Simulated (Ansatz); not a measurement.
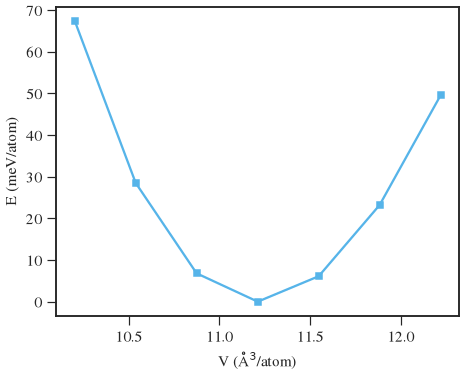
Fig. 1. V2SiN in space group P6_3/mmc (No. 194; V on 4f, Si on 2d, N on 2a) under volume change, the program Ansatz at the PBE level (PAW), shape and atoms relaxed at each volume.

Problem. What does a third-order Birch–Murnaghan fit give for V₀, B₀ and B′?

Solution. V₀ = 11.21 Å³/atom, B₀ = 202 GPa, B′ = 4.1.

The start of the workflow was typed in or built on a structure type; neither database checked (COD, Materials Project) lists it. Its standing as an ambient phase is unchecked. Symmetry was held in the PBE relaxation; whether a distortion lowers the energy is not shown. The workflow began spin-polarised and lost its moments.

Potentials: the later of the program's two PAW sets.
